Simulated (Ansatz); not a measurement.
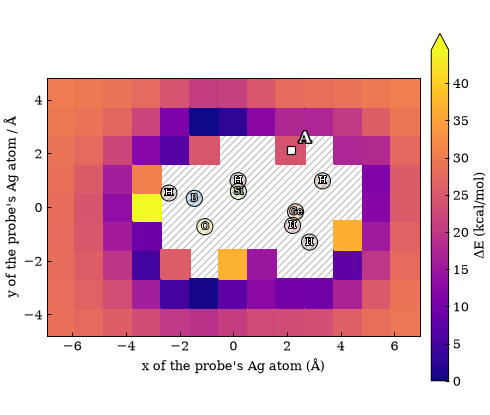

BGeH₅OSi (SMILES [GeH3][SiH]1BO1) with the probe Ag+. The probe is moved over the molecule's main plane. Coordinates scanned: (1) x of the probe's Ag atom; (2) y of the probe's Ag atom. Nothing is relaxed (molecule and probe rigid). Grid: 13 × 9 points. At 26 points there is no value (left out of the scan, as a rule where atoms come close). Points are written as (first, second). Energies: kcal/mol, counted from the lowest grid point. Energies and slopes of some neighbouring points disagree (a jump in structure or state, or too coarse a mesh). The calculation used RHF-MP2, frozen core/def2-SVP in Ansatz.

In the figure: one coloured cell a grid point, labelled circles for the molecule's atoms, projected on the plane, one colour for all values above the top of the scale, hatched blanks where no value was computed, the point A.

**Is A at rest? If not, where is it pushed?**

A, at (2.14 Å, 2.14 Å), is not a stationary point. The computed force is 3.6 eV/Å in the plane, pointing up in the picture (components −0.6 and 3.6 eV/Å).
